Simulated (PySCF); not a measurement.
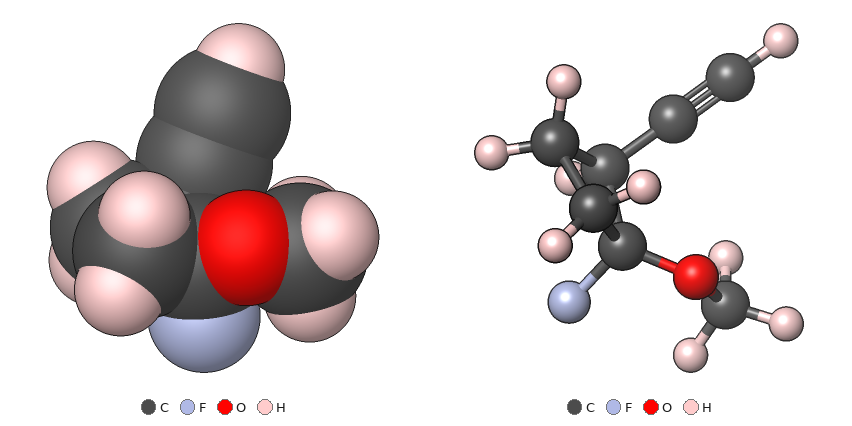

The same structure drawn twice, from different directions.

> Count the atoms of each element.

C7H9FO, 18 atoms: 7 carbon, 9 hydrogen, 1 fluorine and 1 oxygen.

> Name some functional groups or characteristic bonds that it holds.

Among them: ether, alkyne, C–F bond.

More results for the same structure follow; atom numbers are the same in all pictures, views and colours differ. The geometry was computed by an optimisation with PBE0-D3(BJ)/def2-SVP. No frequency run is at hand to confirm it as a minimum.

### Symmetry

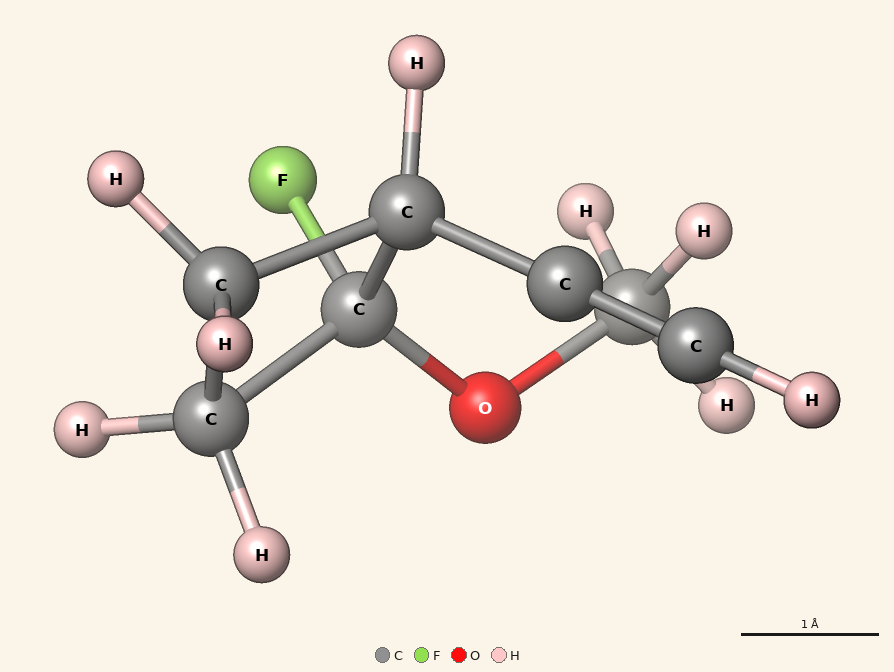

Atoms fade into the background with distance from the viewer. No frequency run is at hand to confirm it as a minimum. Masses are those of the most abundant isotopes; constants are for the rigid equilibrium geometry.

> Classify the rotor and give the rotational constants (MHz).

An asymmetric top (C1): A = 2072, B = 1707, C = 1144 MHz. Ray's parameter κ is 0.21, nearer the oblate limit.

### Quadrupole coupling

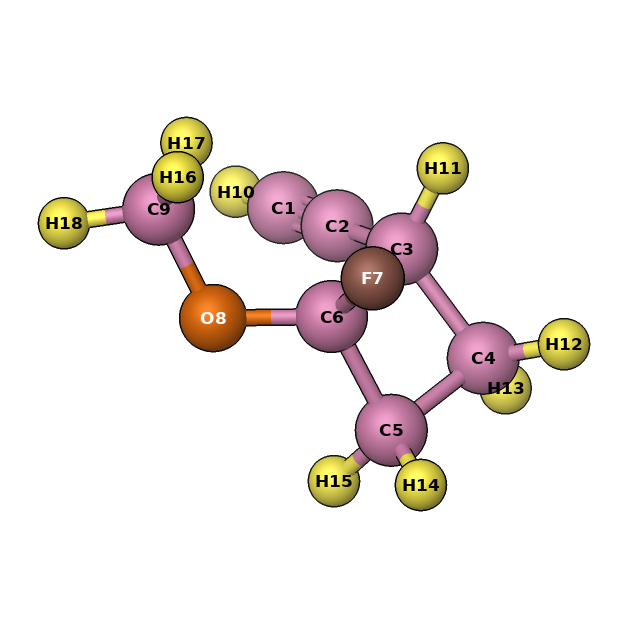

No frequency run is at hand to confirm it as a minimum. Electric field gradients from the ground-state density, PBE0/pcSseg-1 in dichloromethane (IEF-PCM) (PySCF 2.14.0), non-relativistic apart from any core potentials.

Give the largest field-gradient component, the quadrupole coupling constant and the asymmetry for 17O at O8 (Q = −25.6 mb).

```
atom  V_zz (a.u.)  e²qQ/h (MHz)     η
  O8        1.910        −11.49  0.86
```

### Dipole moment

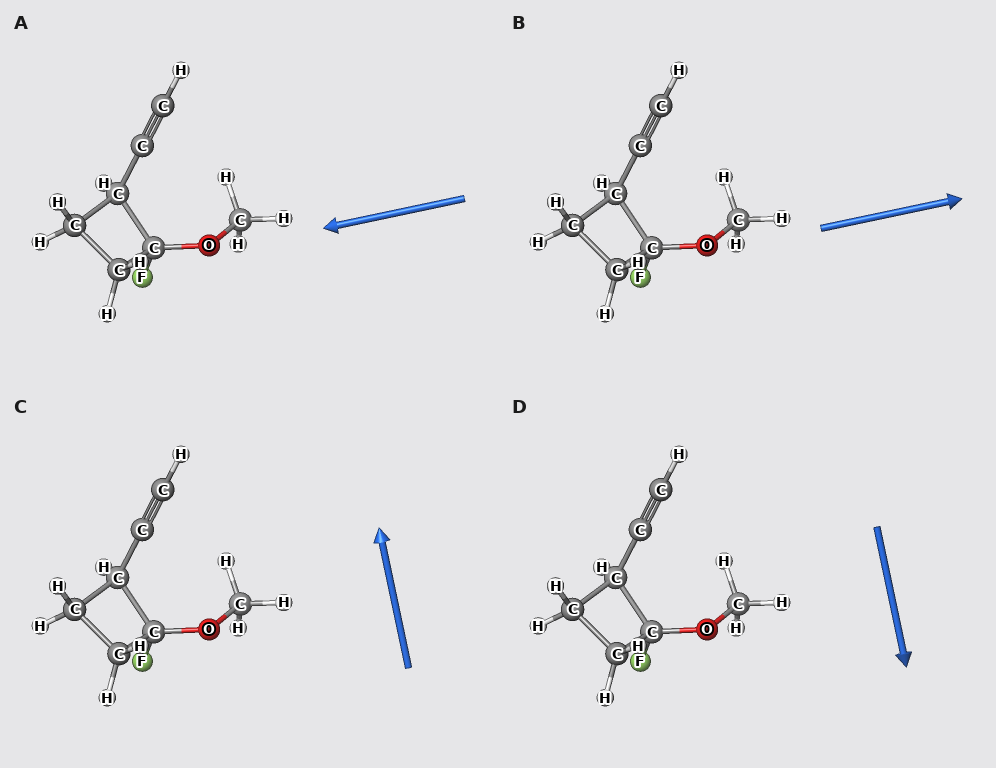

The same molecule four times, each with an arrow. No frequency run is at hand to confirm it as a minimum. Properties computed with PBE0/pcSseg-1 in dimethylsulfoxide (IEF-PCM) (PySCF 2.14.0).

> Which arrow points along the dipole moment, from the negative to the positive end?

C. The dipole moment is 1.08 D.

### Ring current

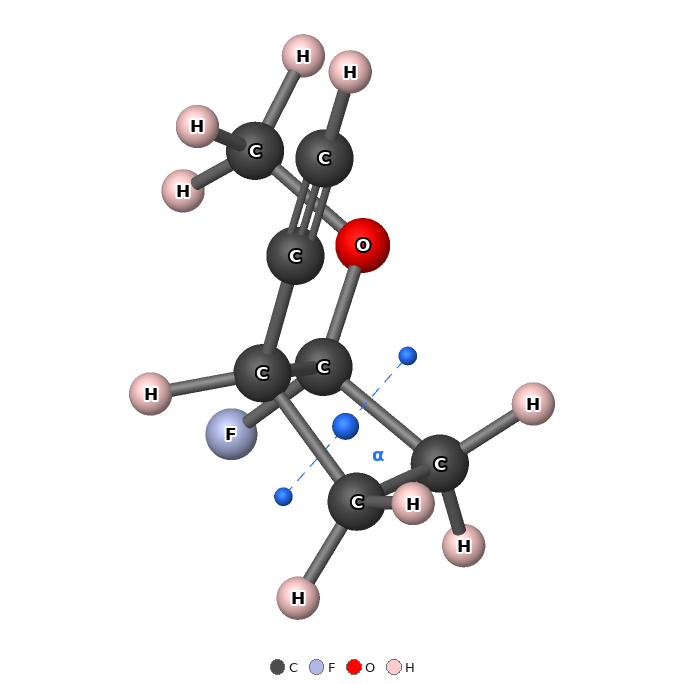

The small points mark where nucleus-independent chemical shifts (NICS) were computed: at the centre of each lettered ring and 1 Å above and below it. No frequency run is at hand to confirm it as a minimum. Method: GIAO PBE0/pcSseg-1 NMR shielding, non-relativistic, IEF-PCM dichloromethane (PySCF 2.14.0).

Give NICS(0), NICS(1) and the out-of-plane component NICS(1)zz for each ring (means of the two sides).

```
ring  members  NICS(0)  NICS(1)  NICS(1)zz
   α       C4     −1.8     −1.5        2.1
```

Values in ppm.
